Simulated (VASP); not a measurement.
Band structure of HfS$_{3}$ (space group P2_1/m). Level of theory: LDA (Ceperley-Alder, Perdew-Zunger), VASP's LDA PAW potentials (set 64) (plane waves; VASP).

The path is coarsely sampled, so an indirect gap can come out somewhat too large. Unless said otherwise, spin-orbit coupling is left out, though it shifts the bands of the heavy elements here.

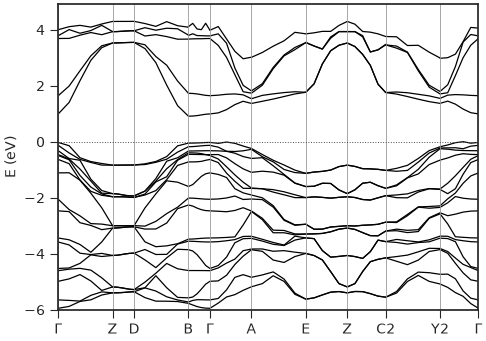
Bands along high-symmetry lines, zero at the valence-band maximum or, without a gap, the Fermi level

Q: Read the plot: is there a gap, and where are the band edges?

A: The gap is indirect, 0.91 eV, from the valence maximum at Y2-Γ at 0.60 to the conduction minimum at B.

The structure comes from a computed database's HfS3 entry; how it stands against other phases isn't given here. The cell was not relaxed at this level.
